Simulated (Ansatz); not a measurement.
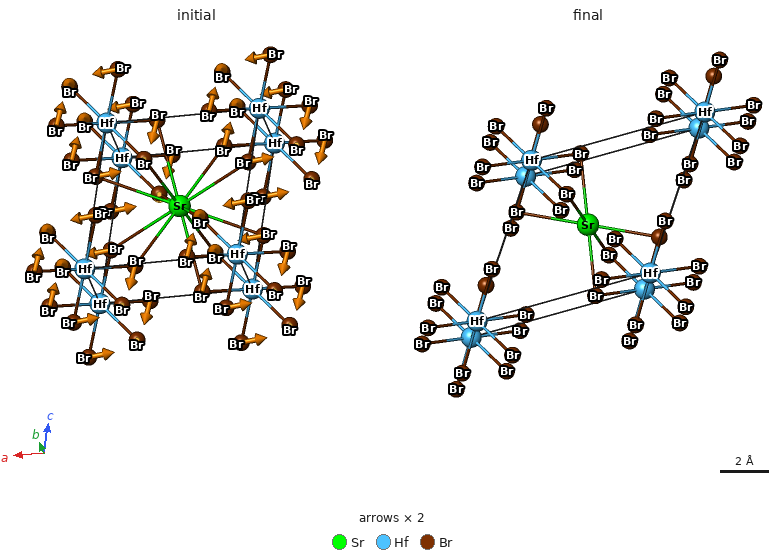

The structure of a crystal of SrHfBr6 (built on the LaAlH6-166 type type) before (left) and after (right) a relaxation, at one scale. The orange arrows give the displacements (the part carried along by the change of the cell is left out), magnified 2 times.

A ball-and-stick model of the cell of the calculation, seen from a free direction.

Computed with DFT, PBEsol, plane waves, PAW in Ansatz. Settings: plane-wave cutoff 420 eV; k-point mesh 4 × 4 × 4; occupations fermi dirac; smearing width 0.03 eV; no spin polarisation; cell and atoms relaxed; force threshold 0.01 eV/Å; at most 120 steps.

Describe what moved and what it gained.

After 17 accepted moves (21 points after the start) the energy has fallen by 146 meV per atom. Largest force component: 0.27 eV/Å at the start, 0.0026 eV/Å at the end. Pressure: −2.75 GPa at the start and 0.01 GPa at the end. The line search rejected the trial steps at points 10, 12 of the run. At 2 points the geometry stayed and the basis and grid were re-selected for the new cell (energy shift of 11.3 meV per atom at most each time). The largest moves relative to the cell, 0.58 Å, are those of Br atoms. Hf and Sr stay in place. Cell: a = b = c 6.601 → 7.921 Å (+20.0 %), α 98.3° → 110.6°, β 98.3° → 110.6°, γ 98.3° → 110.6°. Volume +31.8 %. Near-neighbour distances that change, for instance: Br–Sr 3.738 → 5.418 Å, Br–Sr 3.737 → 3.050 Å, Br–Hf 2.636 → 2.606 Å. Bonds break, among them: Br–Sr (3.74 → 5.42 Å). Bond angles that change, for instance: Br–Sr–Br 123.9° → 106.5°, Br–Sr–Br 56.1° → 73.5°, Sr–Br–Hf 96.8° → 82.3°. The space group stays R-3m (No. 166). The run took 77 s on 4 threads of Arm Neoverse V1, with other jobs on the host, peak memory 0.86 GiB.
